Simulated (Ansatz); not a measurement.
The starting structures come from a database of crystals and need not be the phases stable at ambient conditions.

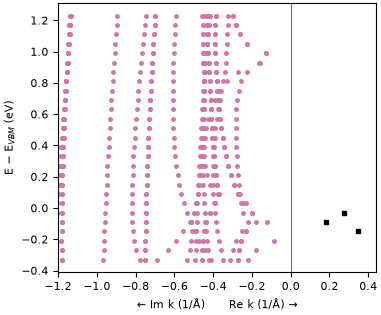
Figure: Complex bands at the centre of the two-dimensional zone; r2SCAN in Ansatz (a program for electronic structure)

The gap is the functional's own, uncorrected, and κ follows it; spin-orbit coupling is left out. Mid-gap values are interpolated between the computed energies.

This is Nb3SBr7 (P3m1, not sure to be the ambient phase, 11 atoms a cell, 24.8 Å³ an atom) along the normal of (100). Read off the slowest decay at the centre of the two-dimensional zone at 0.45 eV, the computed energy nearest the middle of the gap.

κ ≈ 0.28 1/Å, a decay length 1/(2κ) of the density of 1.8 Å.
